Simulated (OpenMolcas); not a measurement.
# Run report: Mn²⁺ complex, multiconfigurational calculation (part 2 of 2)

Continued. System: Mn²⁺ with 6 ligands (NH3; octahedron, 2.09 Å), with no charges around it. Method: state-averaged CASSCF, active space 5 electrons in the shell 3d, basis ANO-RCC-VDZP on the metal and ANO-RCC-VDZP on the ligands, DKH2 scalar Hamiltonian, spin-orbit coupling by RASSI with atomic mean-field integrals (OpenMolcas).

## Log (extracts), continued
```
--- RASSI ---
SPIN-FREE ENERGIES:
  (Shifted by EMIN (a.u.) =      -1494.4751988715)

 SF State       Relative EMIN(au)   Rel lowest level(eV)    D:o, cm**(-1)

     1             0.0000000000        0.0000000000              0.0000
     2             0.0843817441        2.2961442318          18519.6522
     3             0.0843817441        2.2961442318          18519.6522
     4             0.0847542345        2.3062802114          18601.4044
    26             0.0989454606        2.6924431458          21716.0185
    27             0.0989454606        2.6924431458          21716.0185
    28             0.0995462339        2.7087910194          21847.8730
     5             0.1126966207        3.0666312755          24734.0493
     6             0.1126966207        3.0666312755          24734.0493
     7             0.1130817230        3.0771104410          24818.5695
     8             0.1376938558        3.7468406938          30220.3082
     9             0.1380952353        3.7577627878          30308.4009
    10             0.1380952353        3.7577627878          30308.4009
    29             0.1465417477        3.9876040972          32162.1961
    30             0.1483850442        4.0377627501          32566.7529
    31             0.1483850442        4.0377627501          32566.7529
    32             0.1487026811        4.0464060906          32636.4661
    11             0.1555558687        4.2328908266          34140.5669
    12             0.1557142238        4.2371998887          34175.3219
    13             0.1557142238        4.2371998887          34175.3219
    33             0.1562859426        4.2527571497          34300.7996
    34             0.1565085018        4.2588132945          34349.6457
    35             0.1565085018        4.2588132945          34349.6457
    36             0.1657626059        4.5106302953          36380.6868
    37             0.1657626059        4.5106302953          36380.6868
    14             0.1721424601        4.6842349711          37780.9030
    15             0.1721424601        4.6842349711          37780.9030
    38             0.1926165629        5.2413636903          42274.4491
    39             0.1929726150        5.2510523607          42352.5935
    40             0.1929726150        5.2510523607          42352.5935
    41             0.1936769641        5.2702186768          42507.1803
    17             0.1989138849        5.4127225514          43656.5516
    16             0.1989138849        5.4127225514          43656.5516
    18             0.1990447066        5.4162823905          43685.2636
    42             0.2008959844        5.4666582280          44091.5721
    43             0.2008959844        5.4666582280          44091.5721
    44             0.2037459420        5.5442095241          44717.0655
    45             0.2037459420        5.5442095241          44717.0655
    46             0.2039464132        5.5496646235          44761.0639
    47             0.2156836298        5.8690505570          47337.0851
Eigenvalues of complex Hamiltonian:
   -----------------------------------
  (Shifted by EMIN (a.u.) =      -1494.4751988715)

 SO State       Relative EMIN(au)   Rel lowest level(eV)    D:o, cm**(-1)

     1            -0.0000782791        0.0000000000              0.0000
     2            -0.0000782791        0.0000000000              0.0000
     3            -0.0000782552        0.0000006484              0.0052
     4            -0.0000782552        0.0000006484              0.0052
     5            -0.0000782532        0.0000007026              0.0057
     6            -0.0000782532        0.0000007026              0.0057
     7             0.0838679485        2.2842932228          18424.0674
     8             0.0838679485        2.2842932228          18424.0674
     9             0.0841130788        2.2909635583          18477.8672
    10             0.0841130788        2.2909635583          18477.8672
    11             0.0841579271        2.2921839412          18487.7103
    12             0.0841579271        2.2921839412          18487.7103
    13             0.0844150946        2.2991818248          18544.1520
    14             0.0844150946        2.2991818248          18544.1520
    15             0.0847113012        2.3072420185          18609.1619
    16             0.0847113012        2.3072420185          18609.1619
    17             0.0848139550        2.3100353708          18631.6918
    18             0.0848139550        2.3100353708          18631.6918
    19             0.0978193014        2.6639288737          21486.0354
    20             0.0978193014        2.6639288737          21486.0354
    21             0.0997377653        2.7161329377          21907.0895
    22             0.0997377653        2.7161329377          21907.0895
    23             0.1001593329        2.7276043741          21999.6129
    24             0.1001593329        2.7276043741          21999.6129
    25             0.1124752982        3.0627388634          24702.6549
    26             0.1124752982        3.0627388634          24702.6549
    27             0.1126486783        3.0674567770          24740.7074
    28             0.1126486783        3.0674567770          24740.7074
    29             0.1127035263        3.0689492680          24752.7452
    30             0.1127035263        3.0689492680          24752.7452
    31             0.1127834213        3.0711233196          24770.2801
    32             0.1127834213        3.0711233196          24770.2801
    33             0.1130947066        3.0795938254          24838.5993
    34             0.1130947066        3.0795938254          24838.5993
    35             0.1131012170        3.0797709834          24840.0282
    36             0.1131012170        3.0797709834          24840.0282
    37             0.1374829489        3.7432317055          30191.1998
    38             0.1374829489        3.7432317055          30191.1998
    39             0.1374833693        3.7432431466          30191.2921
    40             0.1374833693        3.7432431466          30191.2921
    41             0.1379252618        3.7552676540          30288.2763
Weights of the five most important spin-orbit-free states for each spin-orbit state.

 SO State  Total energy (au)           Spin-free states, spin, and weights
 -------------------------------------------------------------------------------------------------------
    1        -0.000078       1 2.5  0.9993    2 1.5  0.0003    3 1.5  0.0003   16 1.5  0.0001   17 1.5  0.0001
    2        -0.000078       1 2.5  0.9993    2 1.5  0.0003    3 1.5  0.0003   16 1.5  0.0001   17 1.5  0.0001
    3        -0.000078       1 2.5  0.9993    4 1.5  0.0002    3 1.5  0.0002    2 1.5  0.0002   18 1.5  0.0001
    4        -0.000078       1 2.5  0.9993    4 1.5  0.0002    2 1.5  0.0002    3 1.5  0.0002   18 1.5  0.0001
    5        -0.000078       1 2.5  0.9993    4 1.5  0.0003    2 1.5  0.0001    3 1.5  0.0001   18 1.5  0.0001
    6        -0.000078       1 2.5  0.9993    4 1.5  0.0003    3 1.5  0.0001    2 1.5  0.0001   18 1.5  0.0001
    7         0.083868       3 1.5  0.4410    2 1.5  0.4410    4 1.5  0.0909   26 0.5  0.0110   27 0.5  0.0110
    8         0.083868       2 1.5  0.4410    3 1.5  0.4410    4 1.5  0.0909   26 0.5  0.0110   27 0.5  0.0110
    9         0.084113       3 1.5  0.4427    2 1.5  0.4427    4 1.5  0.1044   27 0.5  0.0044   26 0.5  0.0044
   10         0.084113       3 1.5  0.4427    2 1.5  0.4427    4 1.5  0.1044   27 0.5  0.0044   26 0.5  0.0044
   11         0.084158       2 1.5  0.3644    3 1.5  0.3644    4 1.5  0.2608   28 0.5  0.0088    1 2.5  0.0005
   12         0.084158       2 1.5  0.3644    3 1.5  0.3644    4 1.5  0.2608   28 0.5  0.0088    1 2.5  0.0005
```

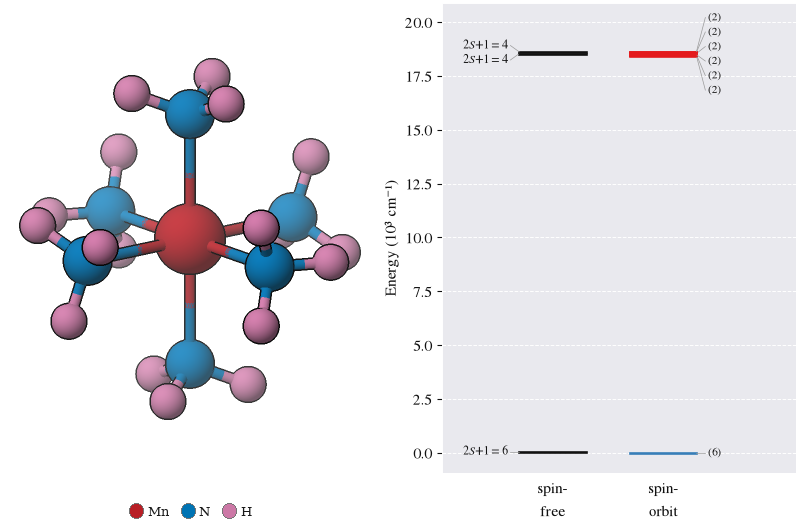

Figure 2. Mn²⁺ (3d⁵) with 6 ligands, NH₃, at 2.09 Å (arrangement: octahedron, Ci), and its levels. Labels give the representation in O, Td, D4 or D3 as the site allows (double group for half-integer spin) where it could be assigned and, in brackets, the degeneracy; spin-free states, where drawn, share the zero of the spin-orbit levels. The ground level is 6-fold degenerate, 100 % from states of spin multiplicity 6. The next level lies at 18,400 cm⁻¹. The active orbitals hold 92 to 97 % metal character (Löwdin), and the Mulliken charge of the metal is +1.47.

## Summary

- outcome: converged
- energy of the lowest spin-free term: −1494.47520 hartree
- energy of the lowest spin-orbit level: −1494.47528 hartree
- largest spread among components of a term: 0.0 cm⁻¹
- wall time: 80 s
- peak memory: 0.18 GiB

## Notes

Without dynamic correlation the splittings between terms come out too large, often by 20 to 50 %. Caveats: small active space favours high spin, ground spin may be wrong; distances are set from ionic radii, not optimised.
